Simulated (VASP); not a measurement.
Band structure of Mg₂Sn (antifluorite). These are LDA (Ceperley-Alder, Perdew-Zunger) with spin-orbit coupling, VASP's LDA PAW potentials (set 64) (plane waves; VASP) values and carry that method's errors.

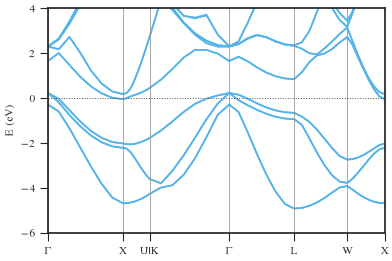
Bands along high-symmetry lines, zero at the valence-band maximum or, without a gap, the Fermi level

Question: Read the plot: is there a gap, and where are the band edges?

Answer: It has no gap at this level: it comes out as a metal or semimetal.

Measured: gap 0.36 eV (computed value off by -0.36 eV), as given by Byungki Ryu et al., Journal of the Korean Physical Society (2019), arXiv:1905.06140.

The compound is Mg2Sn in the antifluorite structure. It was relaxed first.
